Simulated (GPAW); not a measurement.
# How PbF2 (Fluorocronite) absorbs and reflects light

Aim: the dielectric function of PbF2 (Fluorocronite), and the optical constants that follow from it. The cell comes from an older database entry, whose edges can differ from later determinations, mostly by under a per cent.

Method: DFT, PBE, plane-wave PAW (GPAW data sets), scalar-relativistic, RPA, optical limit, in GPAW 26.7.0.

The database entry behind the starting cell differs from later determinations by our own check (0.1 to 0.3 % short, probably kX units), so it need not match the best structure at ambient conditions.

## 1. Starting point

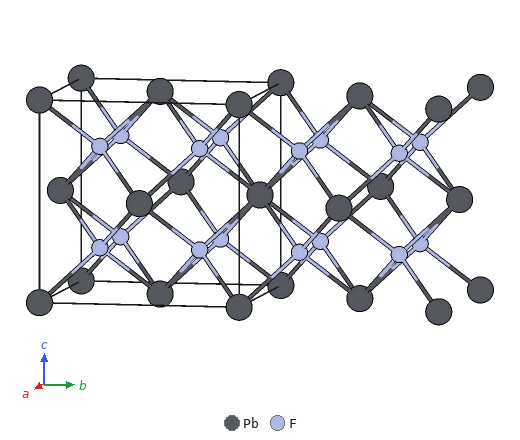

The cell as given, slightly off an axis (lead dark grey, fluorine light blue). 1×2×1 cells are drawn. This picture shows the conventional cell, with its axes. Some periodic images of atoms are drawn too.

Coordinates:

```xyz
3
Lattice="0.0000 2.9637 2.9637 2.9637 0.0000 2.9637 2.9637 2.9637 0.0000" Properties=species:S:1:pos:R:3 pbc="T T T"
Pb    0.0000    0.0000    0.0000
F     4.4455    4.4455    4.4455
F     1.4818    1.4818    1.4818
```

## 2. Dielectric function, RPA

Local fields let the induced charge screen the field inside the cell, which as a rule lowers ε, most along directions where the density is uneven.

df.py reads:

```python
from gpaw.response.df import DielectricFunction

df = DielectricFunction('full.gpw', frequencies={'type': 'nonlinear', 'domega0': 0.03, 'omega2': 8},
                        ecut=50,
                        eta=0.15,
                        nbands=40,
                        txt='df.txt')
for direction in ['x']:
    df.get_dielectric_function(xc='RPA', direction=direction, filename=f'df_{direction}.csv')
```

Run with:

```console
$ OMP_NUM_THREADS=1 python df.py
```

Numbers of over 12 decimals in the logs are rounded to 6 here.

Output:

```text
Using integrator: PointIntegrator
NonLinearFrequencyDescriptor(from 0.000 to 61.014 eV, 490 points)
Nonperiodic BCs:  [False False False]
Using integrator: PointIntegrator
NonLinearFrequencyDescriptor(from 0.000 to 61.014 eV, 490 points)
Nonperiodic BCs:  [False False False]

Calculating chi0 body with:
    Ground state adapter containing:
    Number of spins: 1
    Number of kpoints: 729
    Number of irreducible kpoints: 35
    Number of completely occupied states: 14
    Number of partially occupied states: 14

    Linear response parametrization:
    q_c: [0.0, 0.0, 0.0]
    Number of frequency points: 490
    Planewave cutoff: 50.0
    Number of bands: 40
    Number of planewaves: 51
    Broadening (eta): 0.15

Integrating chi0 body.

Symmetries of q_c:
    Direct symmetries (Uq -> q): 48
    Indirect symmetries (TUq -> q): 0
In total 48 allowed symmetries.

35 groups of equivalent kpoints. 95.198903% reduction.

Integral kind: spectral function

Calculating chi0 optical extensions with:
    Ground state adapter containing:
    Number of spins: 1
    Number of kpoints: 729
    Number of irreducible kpoints: 35
    Number of completely occupied states: 14
    Number of partially occupied states: 14

    Linear response parametrization:
    Number of frequency points: 490
    Planewave cutoff: 50.0
    Number of bands: 40
    Number of planewaves: 51
    Broadening (eta): 0.15
Integrating chi0 head and wings.

Symmetries of q_c:
    Direct symmetries (Uq -> q): 48
    Indirect symmetries (TUq -> q): 0
In total 48 allowed symmetries.

35 groups of equivalent kpoints. 95.198903% reduction.

Integral kind: spectral function wings
```

Elapsed: 12 s, on 1 thread of Arm Neoverse V1, shared host; peak memory 0.28 GiB.

Numbers from this step:

- electronic dielectric constant ε∞, mean over x, y and z (by symmetry where fewer were run): 3.169
- main peak of Im epsilon, first axis: 8.033 eV

The Im ε, E ∥ x has structure finer than the step of the table below, so its rows give means over 1 eV, whole bins alone (the curve runs from 0 to 14.0 eV). Peaks (eV: height): 5.7: 3.68, 6.9: 4.35, 8.0: 5.65, 9.5: 3.66.

Values under the direct gap are tails of Lorentzian lines. Im ε, E ∥ x against photon energy; means over each step:

| photon energy (eV) | Im ε, E ∥ x |
| --- | --- |
| 1 | 0.0115 |
| 2 | 0.0271 |
| 3 | 0.0567 |
| 4 | 0.172 |
| 5 | 1.75 |
| 6 | 2.95 |
| 7 | 3.68 |
| 8 | 4.16 |
| 9 | 2.49 |
| 10 | 2.23 |
| 11 | 1.19 |
| 12 | 0.642 |
| 13 | 0.738 |

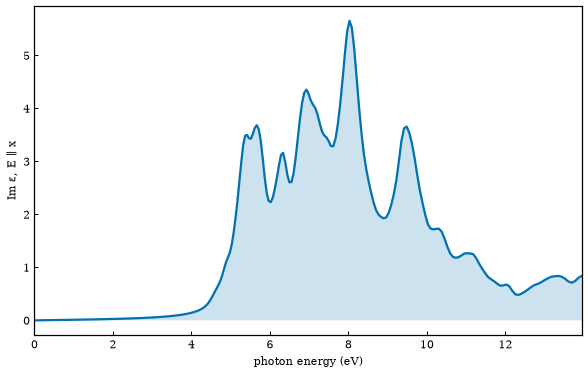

Im ε, E ∥ x against photon energy.

The Re ε, E ∥ x by photon energy:

| photon energy (eV) | Re ε, E ∥ x |
| --- | --- |
| 0 | 3.17 |
| 1 | 3.21 |
| 2 | 3.33 |
| 3 | 3.59 |
| 4 | 4.17 |
| 5 | 5.63 |
| 6 | 3.49 |
| 7 | 2.81 |
| 8 | 1.73 |
| 9 | 1.11 |
| 10 | -0.439 |
| 11 | 0.207 |
| 12 | 0.476 |
| 13 | 1.01 |

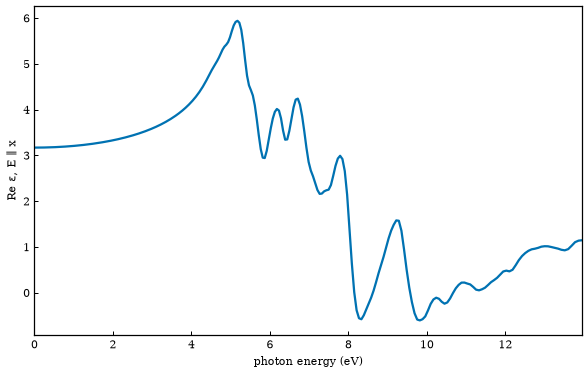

Re ε, E ∥ x against photon energy.

Refractive index n and extinction k against photon energy:

| photon energy (eV) | n | k |
| --- | --- | --- |
| 0 | 1.78 | 0 |
| 1 | 1.79 | 0.00318 |
| 2 | 1.82 | 0.00730 |
| 3 | 1.89 | 0.0145 |
| 4 | 2.04 | 0.0352 |
| 5 | 2.39 | 0.282 |
| 6 | 1.95 | 0.573 |
| 7 | 1.99 | 1.07 |
| 8 | 1.94 | 1.43 |
| 9 | 1.30 | 0.766 |
| 10 | 0.863 | 1.09 |
| 11 | 0.863 | 0.733 |
| 12 | 0.806 | 0.417 |
| 13 | 1.07 | 0.356 |

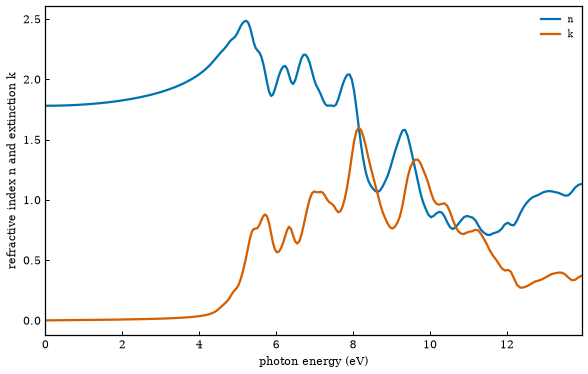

Refractive index n and extinction k, plotted against photon energy.

The loss function −Im 1/ε at q → 0, E ∥ x has structure finer than the step of the table below, so its rows give means over 1 eV, whole bins alone (the curve runs from 0 to 14.0 eV). Peaks (eV: height): 8.8: 0.479, 11.7: 1.19.

Values under the direct gap are tails of Lorentzian lines. The loss function −Im 1/ε at q → 0, E ∥ x by energy loss; means over each step:

| energy loss (eV) | loss function −Im 1/ε at q → 0, E ∥ x |
| --- | --- |
| 1 | 0.00111 |
| 2 | 0.00243 |
| 3 | 0.00433 |
| 4 | 0.00915 |
| 5 | 0.0501 |
| 6 | 0.135 |
| 7 | 0.161 |
| 8 | 0.210 |
| 9 | 0.365 |
| 10 | 0.472 |
| 11 | 0.840 |
| 12 | 0.973 |
| 13 | 0.496 |

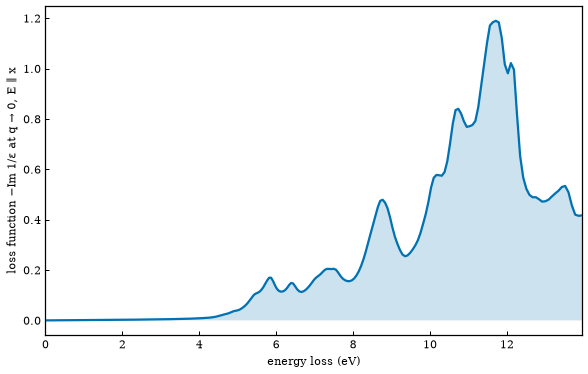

Loss function −Im 1/ε at q → 0, E ∥ x, plotted against energy loss.

The reflectivity at normal incidence, E ∥ x has structure finer than the step of the table below, so its rows give means over 1 eV, whole bins alone (the curve runs from 0 to 14.0 eV). Peaks (eV: height): 5.3: 20.5, 6.9: 21.4, 8.2: 31.7, 9.8: 28.8.

The reflectivity at normal incidence, E ∥ x by photon energy; means over each step:

| photon energy (eV) | reflectivity at normal incidence, E ∥ x (%) |
| --- | --- |
| 1 | 8.04 |
| 2 | 8.54 |
| 3 | 9.59 |
| 4 | 11.9 |
| 5 | 17.6 |
| 6 | 16.4 |
| 7 | 19.2 |
| 8 | 25.0 |
| 9 | 16.7 |
| 10 | 24.7 |
| 11 | 15.7 |
| 12 | 6.76 |
| 13 | 2.96 |

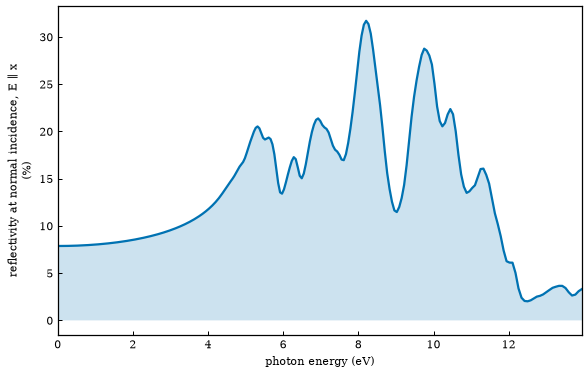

Reflectivity at normal incidence, E ∥ x against photon energy.

Optical constants at common wavelengths, from n + ik = √ε:

| wavelength (nm) | n | k | R (%) | 1/α |
| --- | --- | --- | --- | --- |
| 1550 | 1.79 | 0.003 | 8.0 | 49 µm |
| 1064 | 1.79 | 0.004 | 8.1 | 23 µm |
| 800 | 1.81 | 0.005 | 8.2 | 12 µm |
| 633 | 1.82 | 0.007 | 8.5 | 7.1 µm |
| 405 | 1.90 | 0.015 | 9.6 | 2.1 µm |
| 365 | 1.94 | 0.020 | 10.2 | 1.5 µm |
| 193 | 1.97 | 0.720 | 15.6 | 21 nm |

Below the direct gap, k and the depth come from the tails of the Lorentzian lines, not from transitions.

## 3. What came out

```yaml
electronic_dielectric_constant_eps_infinity_mean_over_x_y_and_z_by_symmetry_where_fewer_were_run_rpa: 3.17
main_peak_of_im_epsilon_first_axis: 8.03 eV
```

What this shows: At this level (PBE, RPA) PbF2 has ε∞ = 3.17 and n = 1.79 at 1550 nm, and Im ε peaks at 8.0 eV. Local fields change the static value along x from 3.56 to 3.17 (-11 %). Distinct maxima of Im ε, read by a parabola through the highest points, lie at 5.66 eV (3.7), 6.92 eV (4.4), 8.03 eV (5.7) and 9.46 eV (3.7). Excitons and phonon-assisted transitions are missing; PBE gaps are as a rule too small, which pulls the onset down and ε∞ up, while the missing spin-orbit coupling works the other way with such heavy atoms. Spin-orbit coupling is left out although heavy atoms are present. The sum runs over mesh points, so small or evenly spaced maxima can still be ripples of the mesh. In this version of GPAW the matrix elements of the optical limit are incomplete, which can lower ε − 1 by up to a tenth where first-row anions or d states rule, and shift it by more in d metals.

[Machine, clock and banner lines and Python warnings are left out of the logs.]

[Logs are printed without paths, hosts, clocks, repeated set-up lines and the standing remarks that a program may print on its own settings, such as how far it seeks lower states.]

[Hosts, paths, dates, database ids (printed as entryN), source tags and the programs' standing remarks are cut or masked in the printed files.]
